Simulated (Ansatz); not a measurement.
# GeH₂ (singlet): one geometry, many settings at angle H2–Ge1–H3 = 89.2°

Aim: run GeH₂ (singlet) at one geometry under a spread of methods and options, and see what each costs and gives.

Method: the settings change from run to run; program: Ansatz 0.2.0, Gaussian basis.

20 further runs of the same task are left out: 2 for a mislabelled method, 13 that didn't finish, 5 set aside as unsound or not needed.

## Step 1: What is computed

The geometry derives from a PBE0/def2-TZVP stationary point (not a proven minimum). One angle is set to the value named; bond lengths are kept. No spin-orbit coupling is included. The filled d shell of Ge may be among the frozen orbitals whatever the setting's name suggests; the logs give the count.

3 atoms, charge 0, spin multiplicity 1.

Atoms are counted from 1 here; the program's logs count them from 0.

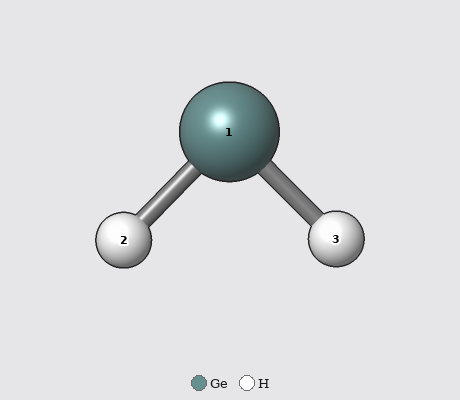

The structure; germanium teal, hydrogen white; atoms are numbered from 1 in the order of the file.

## Step 2: CCSD on RHF/cc-pVDZ

File in.yaml:

```yaml
crystal:
  periodic: [false, false, false]
  atoms:
    - {symbol: Ge, position_ang: [0.000000, -0.030648, -0.000002]}
    - {symbol: H, position_ang: [0.000000, 1.104444, -1.119227]}
    - {symbol: H, position_ang: [0.000000, 1.104317, 1.119353]}
basis:
  gaussian: {orbitals: cc-pVDZ}
magnetization: {spin_polarized: false}
correlation: {method: ccsd, electrons: all}
scf: {lower_state_search: full}
output: {forces: true}
```

Run with:

```
ansatz run in.yaml --threads 1 --pin off --events-out ev --progress --plain --max-ram 2393MiB
```

What it wrote, cut to the lines that bear on the results:

```text
Functional definition: HF
  name "HF"
  cite "Fock, Z. Phys. 61, 126 (1930) doi:10.1007/BF01340294"
  parent pbe
[...]
415 factors; integrals over basis functions are off by at most 1.1e-3 eV
[...]
mean field -56502.90233664 eV, -2076.4433618288 hartree, gradient 3.0e-6 eV, S^2 0.000000; 0 other end points of the search recorded, 0 dependent functions left out; unrestricted orbitals would lower it
reference -56502.90233664 eV, -2076.4433618288 hartree; 17, 17 occupied and 20, 20 virtual orbitals, 415 factors
second order -3.00580258 eV of doubles, -0.00000000 eV of singles
cycle   1  -3.44402438 eV  change   -4.4e-1 eV  update   6.3e-2
[...]
cycle  10  -3.69057582 eV  change   -8.7e-7 eV  update   3.1e-6
[...]
Total energy: -56506.59291246 eV, -2076.5789879887 hartree
Atom 0 at     0.000000    -0.030648    -0.000002 Å, force     0.000000     0.182123     0.000010 eV/Å
Atom 1 at     0.000000     1.104444    -1.119227 Å, force    -0.000000    -0.091057    -0.080599 eV/Å
Atom 2 at     0.000000     1.104317     1.119353 Å, force    -0.000000    -0.091066     0.080589 eV/Å
Dipole moment:    -0.000000    -0.030695    -0.000002 e Å
```

Wall time 0.96 s (1 thread of Intel Xeon 6975P-C, shared host).

From the report: correlation -3.6906 eV; T1 0.006; largest double amplitude 0.09.

## Step 3: CCSD(T) on UHF/6-31G*

File in.yaml:

```yaml
crystal:
  periodic: [false, false, false]
  atoms:
    - {symbol: Ge, position_ang: [0.000000, -0.030648, -0.000002]}
    - {symbol: H, position_ang: [0.000000, 1.104444, -1.119227]}
    - {symbol: H, position_ang: [0.000000, 1.104317, 1.119353]}
basis:
  gaussian: {orbitals: "6-31G*", point_charges: [{charge: -0.50, position_ang: [4.411, -0.793, 0.905]}]}
magnetization: {spin_polarized: true, initial_magnetization: 0}
correlation: {method: ccsd_t, electrons: outside_noble_gas, diis_vectors: 1}
```

Same command.

What it wrote, cut to the lines that bear on the results:

```text
Functional definition: HF
  name "HF"
  cite "Fock, Z. Phys. 61, 126 (1930) doi:10.1007/BF01340294"
  parent pbe
[...]
374 factors; integrals over basis functions are off by at most 4.4e-4 eV
[...]
mean field -56495.97475637 eV, -2076.1887779496 hartree, gradient 2.1e-6 eV, S^2 0.154346; 5 other end points of the search recorded, 0 dependent functions left out
determinant -56495.97475637 eV, -2076.1887779496 hartree, with singles and doubles -56498.45788162 eV, -2076.2800311193 hartree
determinant -56494.20851436 eV, -2076.1238697529 hartree, with singles and doubles -56496.63692516 eV, -2076.2131122036 hartree
determinant -56495.96252743 eV, -2076.1883285441 hartree, with singles and doubles -56498.47138230 eV, -2076.2805272600 hartree
determinant -56495.97475637 eV, -2076.1887779496 hartree, with singles and doubles -56498.47032784 eV, -2076.2804885096 hartree
determinant -56495.96252743 eV, -2076.1883285441 hartree, with singles and doubles -56498.47365316 eV, -2076.2806107127 hartree
14 core orbitals not correlated: weight in the atoms' cores, before any rotation towards them, 1.000 or more for the frozen orbitals, at most 0.000 for the correlated occupied ones
reference -56495.96252743 eV, -2076.1883285441 hartree; 3, 3 occupied and 22, 22 virtual orbitals, 374 factors
second order -1.85752363 eV of doubles, -0.00000000 eV of singles
cycle   1  -2.51112683 eV  change   -1.1e-6 eV  update   3.8e-6
perturbative correction -0.04751303 eV, -0.0017460715 hartree
Total energy: -56498.52116728 eV, -2076.2823568244 hartree
```

It took 0.87 s on 1 thread of Intel Xeon 6975P-C, shared host.

From the report: ⟨S²⟩ of the determinant 0.000 (pure singlet: 0.00); correlation -2.5586 eV; T1 0.015; largest double amplitude 0.08.

## Step 4: CCSDT(Q) on UHF/cc-pVDZ

File in.yaml:

```yaml
crystal:
  periodic: [false, false, false]
  atoms:
    - {symbol: Ge, position_ang: [0.000000, -0.030648, -0.000002]}
    - {symbol: H, position_ang: [0.000000, 1.104444, -1.119227]}
    - {symbol: H, position_ang: [0.000000, 1.104317, 1.119353]}
basis:
  gaussian: {orbitals: cc-pVDZ}
magnetization: {spin_polarized: true, initial_magnetization: 0}
correlation: {method: ccsdt_q, electrons: outside_noble_gas}
scf: {lower_state_search: off}
```

Launched as before.

What it wrote, cut to the lines that bear on the results:

```text
Functional definition: HF
  name "HF"
  cite "Fock, Z. Phys. 61, 126 (1930) doi:10.1007/BF01340294"
  parent pbe
[...]
717 factors; integrals over basis functions are off by at most 1.6e-7 eV
[...]
mean field -56502.90239446 eV, -2076.4433639538 hartree, gradient 1.6e-6 eV, S^2 0.000000; 0 other end points of the search recorded, 0 dependent functions left out
14 core orbitals not correlated: weight in the atoms' cores, before any rotation towards them, 0.999 or more for the frozen orbitals, at most 0.000 for the correlated occupied ones
reference -56502.90239446 eV, -2076.4433639538 hartree; 3, 3 occupied and 20, 20 virtual orbitals, 717 factors
second order -2.28052361 eV of doubles, -0.00000000 eV of singles
cycle   1  -2.77282501 eV  change   -4.9e-1 eV  update   6.4e-2
[...]
cycle  13  -3.06632070 eV  change    6.5e-7 eV  update   2.5e-7
perturbative correction -0.00214651 eV, -0.0000788826 hartree
Total energy: -56505.97086167 eV, -2076.5561280436 hartree
Checks for a lower state left out: stability, starts, cluster_reference, orbital_swaps, neighbouring_geometries, increment
```

Wall time 2 s (1 thread of Intel Xeon 6975P-C, shared host).

From the report: ⟨S²⟩ of the determinant 0.000 (pure singlet: 0.00); correlation -3.0685 eV; T1 0.013; largest double amplitude 0.10.

## Step 5: CASSCF(2,7)/cc-pVDZ

File in.yaml:

```yaml
crystal:
  periodic: [false, false, false]
  atoms:
    - {symbol: Ge, position_ang: [0.000000, -0.030648, -0.000002]}
    - {symbol: H, position_ang: [0.000000, 1.104444, -1.119227]}
    - {symbol: H, position_ang: [0.000000, 1.104317, 1.119353]}
basis:
  gaussian: {orbitals: cc-pVDZ}
correlation: {active_space: {window: {electrons: 2, orbitals: 7}}}
accuracy: high
output: {forces: true}
```

Launched as before.

What it wrote, cut to the lines that bear on the results:

```text
Functional definition: HF
  name "HF"
  cite "Fock, Z. Phys. 61, 126 (1930) doi:10.1007/BF01340294"
  parent pbe
[...]
732 factors; integrals over basis functions are off by at most 4.4e-9 eV
[...]
mean field -56502.90239460 eV, -2076.4433639587 hartree, gradient 1.1e-8 eV, S^2 0.000000; 0 other end points of the search recorded, 0 dependent functions left out
reference -56502.90239460 eV, -2076.4433639587 hartree; 17, 17 occupied and 20, 20 virtual orbitals, 732 factors
state -56503.72053455 eV, -2076.4734300473 hartree
[...]
Total energy: -56503.72053455 eV, -2076.4734300473 hartree
Atom 0 at     0.000000    -0.030648    -0.000002 Å, force    -0.000000     0.427274     0.000024 eV/Å
Atom 1 at     0.000000     1.104444    -1.119227 Å, force     0.000000    -0.213632    -0.083812 eV/Å
Atom 2 at     0.000000     1.104317     1.119353 Å, force     0.000000    -0.213642     0.083788 eV/Å
Dipole moment:     0.000000    -0.067084    -0.000004 e Å
```

Run time: 4.6 s. Hardware: 1 thread of Intel Xeon 6975P-C, shared host.

From the report: 49 determinants; active occupations 1.92, 0.06, 0.02, 0.01, 0.00, 0.00, 0.00.

## Step 6: The runs in one table

Where basis and cores are those of an earlier FCI/cc-pVDZ run (-56505.9714 eV), and the state is the same kind, the miss against it is given.

```csv
level,correlated,functions,energy (eV),from FCI (meV),time
CCSD on RHF/cc-pVDZ,all,37,-56506.5929,,0.96 s
CCSD(T) on UHF/6-31G* (beside a point charge),outside noble gas,39,-56498.5212,,0.87 s
CCSDT(Q) on UHF/cc-pVDZ,outside noble gas,37,-56505.9709,0.6,2 s
"CASSCF(2,7)/cc-pVDZ",,37,-56503.7205,2250.9,4.6 s
```

## Step 7: Results

| quantity | value |
| --- | --- |
| runs | 4 |
| quickest | CCSD(T) on UHF/6-31G* (beside a point charge), 0.87 s |
| slowest | CASSCF(2,7)/cc-pVDZ, 4.6 s |

What this shows: Total energies in different bases, with other cores or another treatment of relativity can't be set against each other. CASSCF(2,7)/cc-pVDZ took 5 times as long as CCSD(T) on UHF/6-31G* (beside a point charge); the jobs differ in more than the method. Hartree-Fock, CASSCF and CASCI lack dynamic correlation by design.
